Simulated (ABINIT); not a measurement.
# How the form of the self-energy moves the gap of MoS2 (P6_3/mmc)

Wanted: the gap of MoS2 (P6_3/mmc) under several approximations, with cost.

Calculated with ABINIT 10.8.3; PBE and many-body steps on it, plane waves.

The database entry behind the starting cell differs from later determinations by our own check (about 0.3 % long), so it need not match the best structure at ambient conditions.

## 1. The starting structure

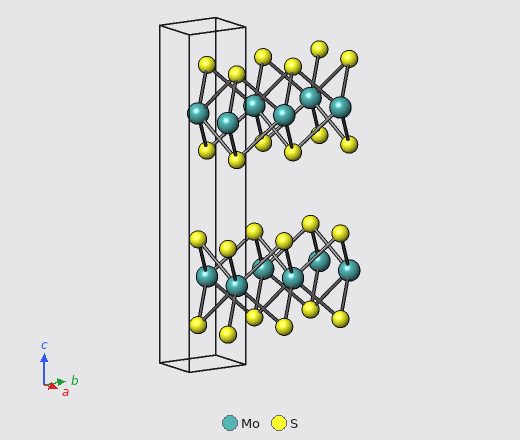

Start, viewed slightly off an axis; molybdenum teal, sulfur yellow. 2×3×1 cells are drawn.

Structure file:

```cif
data_structure
_symmetry_space_group_name_H-M 'P6_3/mmc'
_symmetry_Int_Tables_number 194
_cell_length_a 3.1690
_cell_length_b 3.1690
_cell_length_c 12.3240
_cell_angle_alpha 90.000
_cell_angle_beta 90.000
_cell_angle_gamma 120.000
_cell_volume 107.18
loop_
_atom_site_label
_atom_site_type_symbol
_atom_site_symmetry_multiplicity
_atom_site_Wyckoff_symbol
_atom_site_fract_x
_atom_site_fract_y
_atom_site_fract_z
_atom_site_occupancy
Mo1 Mo 2 c 0.33333 0.66667 0.25000 1
S1 S 4 f 0.33333 0.66667 0.62300 1
```

The cell and positions come from the Crystallography Open Database and are kept as given unless a step says otherwise.

## 2. Empty states on the mesh, 6×6×1 mesh, 278 bands

This step: ABINIT 10.8.3; DFT, PBE, plane waves, norm-conserving pseudopotentials.

The sums over transitions need many empty states on a uniform mesh; this step solves for them.

File run.abi:

```
acell 3*1.0 Angstrom
rprim 
  3.169000000004 -0.000000000001 0.000000000000
  -1.584500000001 2.744434504597 0.000000000000
  0.000000000000 0.000000000000 12.324000000000
ntypat 2
znucl 42 16
natom 6
typat 1 1 2 2 2 2
xred 
  0.333333333333 0.666666666667 0.250000000000
  0.666666666667 0.333333333333 0.750000000000
  0.333333333333 0.666666666667 0.623000000000
  0.666666666667 0.333333333333 0.123000000000
  0.333333333333 0.666666666667 0.877000000000
  0.666666666667 0.333333333333 0.377000000000
pp_dirpath "pseudos"
pseudos "Mo.upf, S.upf"
ecut 36
ngkpt 6 6 1
nshiftk 1
shiftk 0 0 0
kptopt 1
chksymbreak 0
iscf -2
irdden 1
istwfk *1
nband 278
nbdbuf 24
tolwfr 1e-09
nstep 60
prtvol 0
indata_prefix "in"
outdata_prefix "out"
tmpdata_prefix "tmp"
```

Command:

```
> OMP_NUM_THREADS=1 mpirun -n 8 abinit run.abi > log
```

Numbers of over 12 decimals in the logs are rounded to 6 here.

The program printed:

```text
.Version 10.8.3 of ABINIT. v10.8.2 released Aug 2026.

 Symmetries : space group P6_3/m m c (#194); Bravais hP (primitive hexag.)
[... echo of the input left out ...]
== DATASET  1 ==================================================================
-   mpi_nproc: 8, omp_nthreads: 1 (-1 if OMP is not activated)
-    --> not optimal distribution: autoparal keyword recommended in input file <--

--- !DatasetInfo
iteration_state: {dtset: 1, }
dimensions: {natom: 6, nkpt: 7, mband: 278, nsppol: 1, nspinor: 1, nspden: 1, mpw: 7481, }
cutoff_energies: {ecut:  36.0, pawecutdg:  -1.0, }
[...]
3.33724    3.35825    3.35825    3.39377    3.39377    3.39518    3.39518    3.40565
   3.43796    3.44149    3.44149    3.44453    3.44453    3.46061    3.46062    3.47807
   3.47816    3.48555    3.49096    3.50444    3.53380    3.54179
 prteigrs : prtvol=0 or 1, do not print more k-points.

== END DATASET(S) ==============================================================
================================================================================

 -outvars: echo values of variables after computation  --------
            nband         278
             nkpt           7
          spgroup         194
 [... the other variables as echoed above ...]

 Calculation completed.
```

Elapsed: 5.6 min, on 8 MPI ranks of AMD EPYC 7R43, shared host; peak memory 1.1 GiB; 45 min of CPU time.

This step gave:

```yaml
gap: 0.8887 eV
k_of_the_valence_top: 0, 0, 0
k_of_the_conduction_bottom: 0.1667, 0.1667, 0
least_direct_gap: 1.654 eV
k_points_computed: 7
lowest_point_of_the_top_converged_band_above_the_valence_top: 81.5582 eV
```

On this mesh the gap is 0.889 eV.

The density comes from a self-consistent run that is not shown.

## 3. Screening, 6×6×1 mesh, 254 bands, screening to 152.4 eV

The RPA dielectric matrix is built and inverted for each q.

This step: RPA screening on PBE, plane waves, norm-conserving pseudopotentials.

Changes to run.abi since step 2:

```diff
@@ -24,10 +24,11 @@
 chksymbreak 0
-iscf -2
-irdden 1
 istwfk *1
-nband 278
-nbdbuf 24
-tolwfr 1e-09
-nstep 60
-prtvol 0
+occopt 1
+irdwfk 1
+optdriver 3
+nband 254
+ecuteps 5.6
+inclvkb 2
+awtr 1
+symchi 1
 indata_prefix "in"
```

The program printed:

```text
.Version 10.8.3 of ABINIT. v10.8.2 released Aug 2026.

 Symmetries : space group P6_3/m m c (#194); Bravais hP (primitive hexag.)
[... echo of the input left out ...]
== DATASET  1 ==================================================================
-   mpi_nproc: 8, omp_nthreads: 1 (-1 if OMP is not activated)

--- !DatasetInfo
iteration_state: {dtset: 1, }
dimensions: {natom: 6, nkpt: 7, mband: 254, nsppol: 1, nspinor: 1, nspden: 1, mpw: 7481, }
cutoff_energies: {ecut:  36.0, pawecutdg:  -1.0, }
electrons: {nelect:   5.20000000E+01, charge:   0.00000000E+00, occopt:   1.00000000E+00, tsmear:   1.00000000E-02, }

 SCREENING: Calculation of the susceptibility and dielectric matrices

 Based on a program developped by R.W. Godby, V. Olevano, G. Onida, and L. Reining.
 Incorporated in ABINIT by V. Olevano, G.-M. Rignanese, and M. Torrent.
.Using double precision arithmetic ; gwpc =  8

[... cell and pseudopotentials left out ...]
--------------------------------------------------------------------------------

 ==== K-mesh for the wavefunctions ====
 Number of points in the irreducible wedge :     7
[... list of points left out ...]
 Together with 24 symmetry operations and time-reversal symmetry
 yields    36 points in the full Brillouin Zone.

 ==== Q-mesh for the screening function ====
 Number of points in the irreducible wedge :     7
[... list of points left out ...]
 Together with 24 symmetry operations and time-reversal symmetry
 yields    36 points in the full Brillouin Zone.

 setmesh: FFT mesh size selected  =    20x   20x   90
          total number of points  =        36000

 vcoul_init : cutoff-mode = AUXILIARY_FUNCTION
 q-points for optical limit:   1
     1)      0.000010    0.000020    0.000030

- screening: taking advantage of time-reversal symmetry
- Maximum band index for partially occupied states nbvw = 26
- Remaining bands to be divided among processors   nbcw = 228
- Number of bands treated by each node ~28

 Number of electrons calculated from density =   52.0000; Expected =   52.0000
 average of density, n =  0.071892
 r_s =    1.4919
 omega_plasma =   25.8640 [eV]

 calculating chi0 at frequencies [eV] :
  1    0.000000E+00    0.000000E+00
  2    0.000000E+00    2.586399E+01

--------------------------------------------------------------------------------
  q-point number  1        q = ( 0.000000, 0.000000, 0.000000) [r.l.u.]
--------------------------------------------------------------------------------
[... chi0 elements left out ...]
 For q-point:  0.000010 0.000020 0.000030
  dielectric constant =  14.4742
  dielectric constant without local fields =  16.2978

  Average fulfillment of the sum rule on Im[epsilon] for q-point    1 :     84.25  [%]
[... wings left out ...]
  q-point number  2        q = ( 0.166667, 0.000000, 0.000000) [r.l.u.]
--------------------------------------------------------------------------------
[... chi0 elements left out ...]
  Average fulfillment of the sum rule on Im[epsilon] for q-point    2 :     85.77  [%]

 [... 5 further q-points ...]
```

Run time: 4.7 min. Hardware: 8 MPI ranks; peak memory 3 GiB.

Numbers from this step:

```
ε∞ with local fields, on this mesh, along the program's q direction : 14.47
the same without local fields                                       : 16.30
plasma frequency                                                    : 25.86 eV
plane waves in the screening matrix                                 : 463
```

Local fields lower ε∞ by 11 %. On a Γ-centred mesh this coarse the value itself is usually too large, while a short band sum pulls it down.

## 4. G0W0, Godby-Needs plasmon pole

The self-energy is evaluated for the states that the input lists, and the levels follow from it, in one-shot runs by the linearised quasiparticle equation.

This step: G0W0 on PBE, plane waves, norm-conserving pseudopotentials.

Changes to run.abi since step 3:

```diff
@@ -27,8 +27,19 @@
 irdwfk 1
-optdriver 3
+optdriver 4
 nband 254
+gwcalctyp 0
+ecutsigx 36
+symsigma 1
+nkptgw 3
+kptgw 
+  0.0000000000 0.0000000000 0.0000000000
+  0.1666666667 0.1666666667 0.0000000000
+  0.3333333333 0.3333333333 0.0000000000
+bdgw 
+  25 28
+  25 28
+  25 28
 ecuteps 5.6
-inclvkb 2
-awtr 1
-symchi 1
+irdscr 1
+ppmodel 1
 indata_prefix "in"
```

The program printed:

```text
.Version 10.8.3 of ABINIT. v10.8.2 released Aug 2026.

 Symmetries : space group P6_3/m m c (#194); Bravais hP (primitive hexag.)
[... echo of the input left out ...]
== DATASET  1 ==================================================================
-   mpi_nproc: 8, omp_nthreads: 1 (-1 if OMP is not activated)

--- !DatasetInfo
iteration_state: {dtset: 1, }
dimensions: {natom: 6, nkpt: 7, mband: 254, nsppol: 1, nspinor: 1, nspden: 1, mpw: 7481, }
cutoff_energies: {ecut:  36.0, pawecutdg:  -1.0, }
electrons: {nelect:   5.20000000E+01, charge:   0.00000000E+00, occopt:   1.00000000E+00, tsmear:   1.00000000E-02, }

 SIGMA: Calculation of the GW corrections

 Based on a program developped by R.W. Godby, V. Olevano, G. Onida, and L. Reining.
 Incorporated in ABINIT by V. Olevano, G.-M. Rignanese, and M. Torrent.
.Using double precision arithmetic ; gwpc =  8

[... cell and pseudopotentials left out ...]
--------------------------------------------------------------------------------

 ==== K-mesh for the wavefunctions ====
 Number of points in the irreducible wedge :     7
[... list of points left out ...]
 Together with 24 symmetry operations and time-reversal symmetry
 yields    36 points in the full Brillouin Zone.

 ==== Q-mesh for screening function ====
 Number of points in the irreducible wedge :     7
[... list of points left out ...]
 Together with 24 symmetry operations and time-reversal symmetry
 yields    36 points in the full Brillouin Zone.

 vcoul_init : cutoff-mode = AUXILIARY_FUNCTION
 q-points for optical limit:   1
     1)      0.000010    0.000020    0.000030
 setmesh: FFT mesh size selected  =    32x   32x  128
          total number of points  =       131072

 Number of electrons calculated from density =   52.0000; Expected =   52.0000
 average of density, n =  0.071892
 r_s =    1.4919
 omega_plasma =   25.8640 [eV]

 === KS Band Gaps ===
  >>>> For spin  1
   Minimum direct gap =   1.6539 [eV], located at k-point      :   0.3333  0.3333  0.0000
   Fundamental gap    =   0.8888 [eV], Top of valence bands at :   0.0000  0.0000  0.0000
                                       Bottom of conduction at :   0.1667  0.1667  0.0000
 SIGMA fundamental parameters:
 PLASMON POLE MODEL  1
 number of plane-waves for SigmaX                 7437
 number of plane-waves for SigmaC and W            463
 number of plane-waves for wavefunctions          7437
 number of bands                                   254
 number of independent spin polarizations            1
 number of spinorial components                      1
 number of k-points in IBZ                           7
 number of q-points in IBZ                           7
 number of symmetry operations                      24
 number of k-points in BZ                           36
 number of q-points in BZ                           36
 number of frequencies for dSigma/dE                 9
 frequency step for dSigma/dE [eV]                0.25
 number of omega for Sigma on real axis              0
 max omega for Sigma on real axis  [eV]           0.00
 zcut for avoiding poles [eV]                     0.10

 EPSILON^-1 parameters (SCR file):
 dimension of the eps^-1 matrix on file            463
 dimension of the eps^-1 matrix used               463
 number of plane-waves for wavefunctions          7437
 number of bands                                   254
 number of q-points in IBZ                           7
 number of frequencies                               2
 number of real frequencies                          1
 number of imag frequencies                          1

 matrix elements of self-energy operator (all in [eV])

 Perturbative Calculation

--- !SelfEnergy_ee
iteration_state: {dtset: 1, }
kpoint     : [   0.000,    0.000,    0.000, ]
spin       : 1
KS_gap     :    2.100
QP_gap     :    2.472
Delta_QP_KS:    0.372
data: !SigmaeeData |
     Band     E0 <VxcDFT>   SigX SigC(E0)      Z dSigC/dE  Sig(E)    E-E0       E
       25   7.290 -15.411 -16.658   1.193   0.774  -0.292 -15.452  -0.042   7.248
       26   8.434 -16.391 -17.086   0.703   0.772  -0.295 -16.386   0.006   8.440
       27  10.534 -15.683 -11.194  -4.002   0.776  -0.288 -15.305   0.378  10.912
       28  10.534 -15.683 -11.194  -4.002   0.776  -0.288 -15.305   0.378  10.912

--- !SelfEnergy_ee
iteration_state: {dtset: 1, }
kpoint     : [   0.167,    0.167,    0.000, ]
spin       : 1
KS_gap     :    2.343
QP_gap     :    2.662
Delta_QP_KS:    0.319
data: !SigmaeeData |
     Band     E0 <VxcDFT>   SigX SigC(E0)      Z dSigC/dE  Sig(E)    E-E0       E
       25   6.952 -16.023 -17.484   1.441   0.771  -0.297 -16.039  -0.016   6.936
       26   6.980 -16.154 -17.551   1.415   0.770  -0.298 -16.141   0.013   6.993
[...]
--- !SelfEnergy_ee
iteration_state: {dtset: 1, }
kpoint     : [   0.333,    0.333,    0.000, ]
spin       : 1
KS_gap     :    1.654
QP_gap     :    2.133
Delta_QP_KS:    0.479
data: !SigmaeeData |
     Band     E0 <VxcDFT>   SigX SigC(E0)      Z dSigC/dE  Sig(E)    E-E0       E
[...]
26   7.832 -16.516 -17.090   0.668   0.774  -0.293 -16.443   0.073   7.905
       27   9.486 -17.609 -13.378  -3.516   0.772  -0.295 -17.057   0.552  10.038
       28   9.486 -17.609 -13.378  -3.516   0.772  -0.295 -17.057   0.552  10.038

== END DATASET(S) ==============================================================
================================================================================

 -outvars: echo values of variables after computation  --------
           etotal      0.0000000000E+00
            nband         254
             nkpt           7
          spgroup         194
 [... the other variables as echoed above ...]

 Calculation completed.
```

Wall time 2.2 min (8 MPI ranks); peak memory 2.8 GiB; 17 min of CPU time.

This step gave:

* G0W0 gap on the points computed: 1.215 eV
* starting gap on the mesh: 0.8887 eV
* k of the valence top: 0, 0, 0
* k of the conduction bottom: 0.1667, 0.1667, 0
* Z at the valence top: 0.772
* Z at the conduction bottom: 0.781
* least direct G0W0 gap on the computed points: 2.133 eV

The gap on the mesh goes from 0.89 eV to 1.21 eV, a correction of +0.33 eV.

## 5. G0W0, Hybertsen-Louie plasmon pole

Changes to run.abi since step 4:

```diff
@@ -43,3 +43,3 @@
 irdscr 1
-ppmodel 1
+ppmodel 2
 indata_prefix "in"
```

The program printed:

```text
.Version 10.8.3 of ABINIT. v10.8.2 released Aug 2026.

 Symmetries : space group P6_3/m m c (#194); Bravais hP (primitive hexag.)
[... echo of the input left out ...]
== DATASET  1 ==================================================================
-   mpi_nproc: 8, omp_nthreads: 1 (-1 if OMP is not activated)

--- !DatasetInfo
iteration_state: {dtset: 1, }
dimensions: {natom: 6, nkpt: 7, mband: 254, nsppol: 1, nspinor: 1, nspden: 1, mpw: 7481, }
cutoff_energies: {ecut:  36.0, pawecutdg:  -1.0, }
electrons: {nelect:   5.20000000E+01, charge:   0.00000000E+00, occopt:   1.00000000E+00, tsmear:   1.00000000E-02, }

 SIGMA: Calculation of the GW corrections

 Based on a program developped by R.W. Godby, V. Olevano, G. Onida, and L. Reining.
 Incorporated in ABINIT by V. Olevano, G.-M. Rignanese, and M. Torrent.
.Using double precision arithmetic ; gwpc =  8

[... cell and pseudopotentials left out ...]
--------------------------------------------------------------------------------

 ==== K-mesh for the wavefunctions ====
 Number of points in the irreducible wedge :     7
[... list of points left out ...]
 Together with 24 symmetry operations and time-reversal symmetry
 yields    36 points in the full Brillouin Zone.

 ==== Q-mesh for screening function ====
 Number of points in the irreducible wedge :     7
[... list of points left out ...]
 Together with 24 symmetry operations and time-reversal symmetry
 yields    36 points in the full Brillouin Zone.

 vcoul_init : cutoff-mode = AUXILIARY_FUNCTION
 q-points for optical limit:   1
     1)      0.000010    0.000020    0.000030
 setmesh: FFT mesh size selected  =    32x   32x  128
          total number of points  =       131072

 Number of electrons calculated from density =   52.0000; Expected =   52.0000
[...]
number of plane-waves for wavefunctions          7437
 number of bands                                   254
 number of q-points in IBZ                           7
 number of frequencies                               2
 number of real frequencies                          1
 number of imag frequencies                          1

 matrix elements of self-energy operator (all in [eV])

 Perturbative Calculation

--- !SelfEnergy_ee
iteration_state: {dtset: 1, }
kpoint     : [   0.000,    0.000,    0.000, ]
spin       : 1
KS_gap     :    2.100
QP_gap     :    2.566
Delta_QP_KS:    0.467
data: !SigmaeeData |
     Band     E0 <VxcDFT>   SigX SigC(E0)      Z dSigC/dE  Sig(E)    E-E0       E
       25   7.290 -15.411 -16.658   0.822   0.816  -0.225 -15.758  -0.347   6.943
       26   8.434 -16.391 -17.086   0.402   0.816  -0.226 -16.630  -0.239   8.196
       27  10.534 -15.683 -11.194  -4.212   0.820  -0.219 -15.455   0.228  10.762
[...]
--- !SelfEnergy_ee
iteration_state: {dtset: 1, }
kpoint     : [   0.167,    0.167,    0.000, ]
spin       : 1
KS_gap     :    2.343
QP_gap     :    2.703
Delta_QP_KS:    0.360
data: !SigmaeeData |
     Band     E0 <VxcDFT>   SigX SigC(E0)      Z dSigC/dE  Sig(E)    E-E0       E
[...]
--- !SelfEnergy_ee
iteration_state: {dtset: 1, }
kpoint     : [   0.333,    0.333,    0.000, ]
spin       : 1
KS_gap     :    1.654
QP_gap     :    2.169
Delta_QP_KS:    0.515
data: !SigmaeeData |
     Band     E0 <VxcDFT>   SigX SigC(E0)      Z dSigC/dE  Sig(E)    E-E0       E
[...]
27   9.486 -17.609 -13.378  -3.810   0.814  -0.228 -17.266   0.343   9.829
       28   9.486 -17.609 -13.378  -3.810   0.814  -0.228 -17.266   0.343   9.829

== END DATASET(S) ==============================================================
================================================================================

 -outvars: echo values of variables after computation  --------
           etotal      0.0000000000E+00
            nband         254
             nkpt           7
          spgroup         194
 [... the other variables as echoed above ...]

 Calculation completed.
```

Run time: 2 min. Hardware: 8 MPI ranks; peak memory 2.7 GiB; 16 min of CPU time.

This step gave:

| Quantity | Value |
| --- | --- |
| G0W0 gap on the points computed | 1.211 eV |
| starting gap on the mesh | 0.8887 eV |
| k of the valence top | 0, 0, 0 |
| k of the conduction bottom | 0.1667, 0.1667, 0 |
| Z at the valence top | 0.816 |
| Z at the conduction bottom | 0.822 |
| least direct G0W0 gap on the computed points | 2.169 eV |

Against G0W0 in ABINIT (6×6×1 mesh, 254 bands, screening to 152.4 eV, Godby-Needs plasmon pole), the gap moves by −0.004 eV.

## 6. G0W0, von der Linden-Horsch plasmon pole

Changes to run.abi since step 5:

```diff
@@ -43,3 +43,3 @@
 irdscr 1
-ppmodel 2
+ppmodel 3
 indata_prefix "in"
```

The program printed:

```text
.Version 10.8.3 of ABINIT. v10.8.2 released Aug 2026.

 Symmetries : space group P6_3/m m c (#194); Bravais hP (primitive hexag.)
[... echo of the input left out ...]
== DATASET  1 ==================================================================
-   mpi_nproc: 8, omp_nthreads: 1 (-1 if OMP is not activated)

--- !DatasetInfo
iteration_state: {dtset: 1, }
dimensions: {natom: 6, nkpt: 7, mband: 254, nsppol: 1, nspinor: 1, nspden: 1, mpw: 7481, }
cutoff_energies: {ecut:  36.0, pawecutdg:  -1.0, }
[...]
Band     E0 <VxcDFT>   SigX SigC(E0)      Z dSigC/dE  Sig(E)    E-E0       E
[...]
27   9.486 -17.609 -13.378  -3.753   0.815  -0.226 -17.219   0.390   9.876
       28   9.486 -17.609 -13.378  -3.753   0.815  -0.226 -17.219   0.390   9.876

== END DATASET(S) ==============================================================
================================================================================

 -outvars: echo values of variables after computation  --------
           etotal      0.0000000000E+00
            nband         254
             nkpt           7
          spgroup         194
 [... the other variables as echoed above ...]

 Calculation completed.
```

Wall time 71 s (8 MPI ranks); peak memory 2.5 GiB; 9.4 min of CPU time.

Numbers from this step:

```yaml
g0w0_gap_on_the_points_computed: 1.237 eV
starting_gap_on_the_mesh: 0.8887 eV
k_of_the_valence_top: 0, 0, 0
k_of_the_conduction_bottom: 0.1667, 0.1667, 0
least_direct_g0w0_gap_on_the_computed_points: 2.233 eV
```

Against G0W0 in ABINIT (6×6×1 mesh, 254 bands, screening to 152.4 eV, Godby-Needs plasmon pole), the gap moves by +0.022 eV.

(Continued in part 2 of 2.)

[Paths, hosts, dates, memory and timing lines, banners, echoed tables and standing remarks are left out of the program output.]

[Logs are printed without paths, hosts, clocks, repeated set-up lines and the standing remarks that a program may print on its own settings, such as how far it seeks lower states.]

[Runs of the session that timed out or met a known fault of the program may be left out.]

[Hosts, paths, dates, database ids (printed as entryN), source tags and the programs' standing remarks are cut or masked in the printed files.]

[G0W0 gaps are taken among the corrected bands and points alone; a level outside them can change the order at an edge.]

[Where Ansatz stands beside ABINIT at settings called matched, ABINIT's density can come from a denser mesh and the files from another edition; pairs whose starting gaps differed by over 0.03 eV were left out, so agreement reads better than it is.]
